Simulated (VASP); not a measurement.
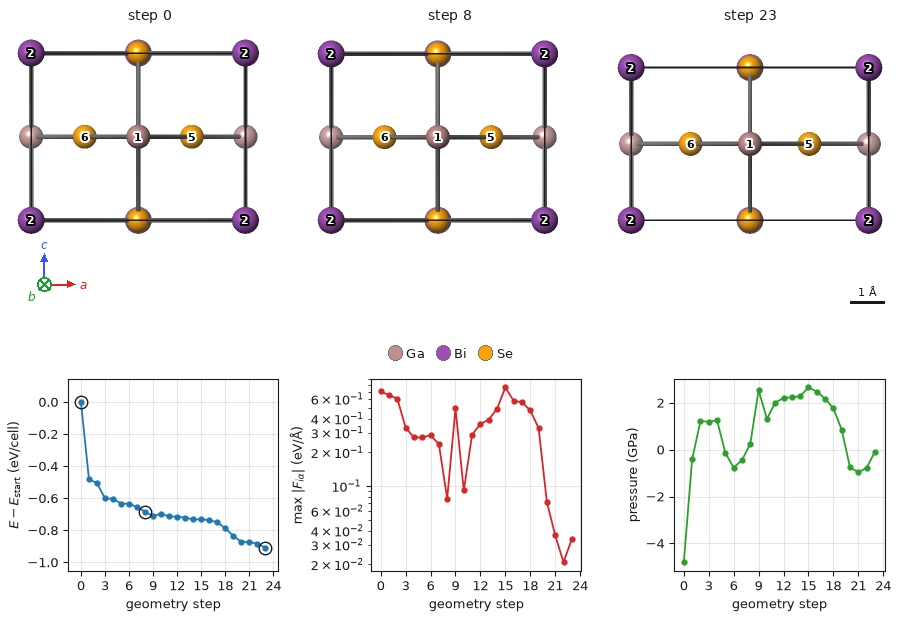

Frames of a relaxation of a crystal of GaBiSe4 (a generated structure, set up in Cmmm), marked on the history of the run. A ball-and-stick model of the conventional cell (2 times the calculation's cell), seen along the b axis. Lengths and directions refer to the drawn axes.

The run lets cell and atoms move.

These are results of Kohn-Sham DFT of a periodic cell, PBE, VASP PAW PBE potentials, recommended (VASP), not measurements.

The input:
```
ALGO     = Fast           # electronic algorithm
EDIFF    = 1E-4           # SCF threshold, eV
EDIFFG   = -0.08          # ionic threshold
ENCUT    = 520            # plane-wave cutoff, eV
GGA      = PE             # functional
IBRION   = 2              # ionic algorithm
ISIF     = 3              # what is computed and relaxed
ISMEAR   = 0              # smearing method
LASPH    = T              # aspherical terms in the spheres
LCHARG   = F              # write CHGCAR
LREAL    = F              # projectors in reciprocal space
LWAVE    = F              # write WAVECAR
NELM     = 60             # most SCF steps
NSW      = 24             # ionic steps
PREC     = Normal         # precision mode
SIGMA    = 0.15           # smearing width, eV
```

Launched with:
```bash
cat potpaw_PBE.64/Ga_d/POTCAR potpaw_PBE.64/Bi_d/POTCAR potpaw_PBE.64/Se/POTCAR > POTCAR
mpirun -np 1 vasp_std > vasp.out
```

> What happens along the run?

The relaxation stopped without meeting its thresholds, so the last structure isn't shown to be converged. After 23 geometry steps the energy has fallen by 0.908 eV per cell of the calculation. Largest force component: 0.7 eV/Å at the start, 0.034 eV/Å at the end. Pressure: −4.80 GPa at the start and −0.09 GPa at the end. The largest moves relative to the cell, 0.38 Å, are those of Se atoms. Bi and Ga stay in place. The drawn cell changes as follows: a 6.317 → 7.005 Å (+10.9 %), b 10.204 → 9.612 Å (−5.8 %), c 4.931 → 4.504 Å (−8.7 %); the volume changes by −4.6 %. Near-neighbour distances that change, for instance: Bi–Se 3.479 → 2.896 Å, Se–Se 3.246 → 3.819 Å, Bi–Se 3.551 → 3.989 Å, Se–Se 3.158 → 3.503 Å. Bond angles that change, for instance: Ga–Se–Ga 113.3° → 99.4°. The space group stays Cmmm (No. 65). From step 0 to 8: Se atoms move most (0.20 Å), volume −10.4 %, energy −0.683 eV per cell of the calculation. From step 8 to 23: Se atoms move most (0.18 Å), volume +6.5 %, energy −0.225 eV per cell of the calculation.
